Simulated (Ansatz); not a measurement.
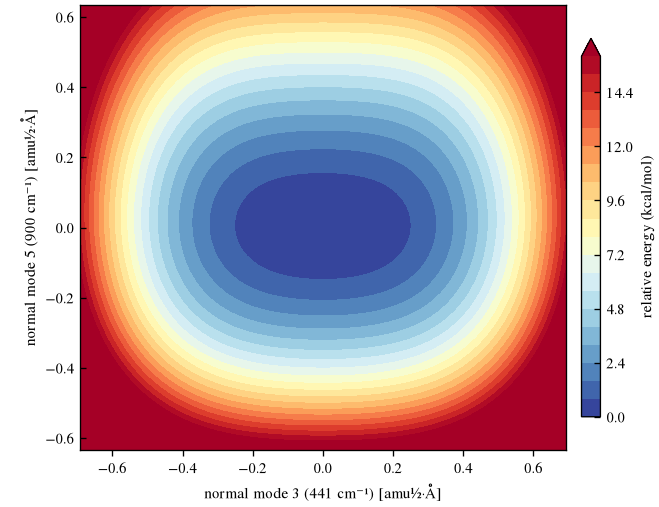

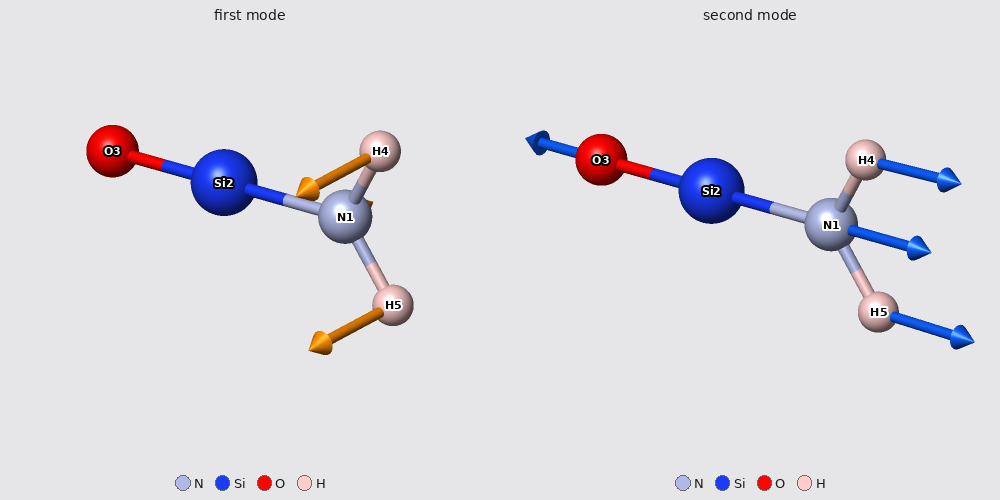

Energy landscape of H₂NOSi, SMILES N[Si+]=O, charge +1. Coordinates scanned: (1) normal mode 3 (441 cm⁻¹); (2) normal mode 5 (900 cm⁻¹). Nothing is relaxed (straight displacements along the two mass-weighted modes). The grid has 15 × 15 points; 120 points were computed and 105 follow by symmetry. Energies are in kcal/mol, from the lowest grid point. The calculation used RKS r2SCAN-D4/def2-TZVP in Ansatz.

The picture shows filled contours, one colour for all values above the top of the scale. Between grid points the surface is interpolated. The second picture is the structure at the lowest point

Q: Summarise what can be read from the map.

A: The lowest grid point is at normal mode 3 (441 cm⁻¹) = 0.000 amu½·Å, normal mode 5 (900 cm⁻¹) = 0.000 amu½·Å. It is the only kind of minimum in the scanned range. The highest grid point, normal mode 3 (441 cm⁻¹) = −0.692 amu½·Å, normal mode 5 (900 cm⁻¹) = −0.634 amu½·Å, lies 34.3 kcal/mol above the lowest.

Each point was launched as `ansatz run input.yaml --threads 1 --pin off --max-ram 2560MiB --backend cpu --events-out ev --progress --plain --runs-dir out`. Time for the 120 points that were run: 5.5 min on 1 thread of Intel(R) Xeon(R) 6975P-C (Granite Rapids) (shared host).
